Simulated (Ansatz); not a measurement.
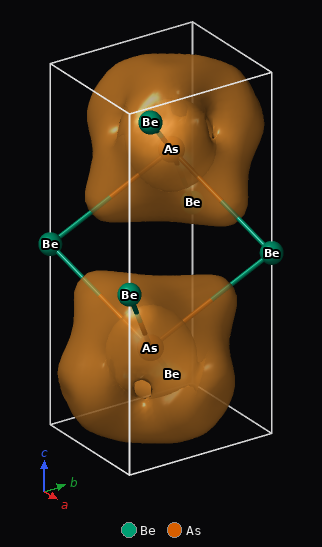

Figure 1: Be₃As₂. Isosurface of the electron localisation function at 0.6 (orange), seen slightly off an axis. Core shells and regions of very low density are left out. Sticks mark near contacts.

Space group P-3m1; a structure generated by program, which may or may not match a known phase.

Level of theory: Ansatz, DFT PBE, scalar-relativistic, plane waves, PAW.

In a PAW calculation such maps are meaningful between the atoms, not at the nuclei.

```cif
data_structure
_symmetry_space_group_name_H-M 'P 1'
_symmetry_Int_Tables_number 1
_cell_length_a 3.6281
_cell_length_b 3.6281
_cell_length_c 6.0150
_cell_angle_alpha 90.000
_cell_angle_beta 90.000
_cell_angle_gamma 120.000
_cell_volume 68.57
loop_
_atom_site_label
_atom_site_type_symbol
_atom_site_fract_x
_atom_site_fract_y
_atom_site_fract_z
_atom_site_occupancy
Be1 Be 0.66667 0.33333 0.89154 1
Be2 Be 0.00000 0.00000 0.50000 1
Be3 Be 0.33333 0.66667 0.10846 1
As1 As 0.33333 0.66667 0.73215 1
As2 As 0.66667 0.33333 0.26785 1
```

> Describe the localisation domains.

At this value the surface marks out two regions wrapped around As (the valence shell of each), counted in one cell of 5 atoms. Regions shared between cells count once.

Values along the shortest contacts:
Be–As (2.26 Å): the ELF peaks at about 0.75 between the atoms. Be–As (2.30 Å): the ELF peaks at about 0.80 between the atoms.
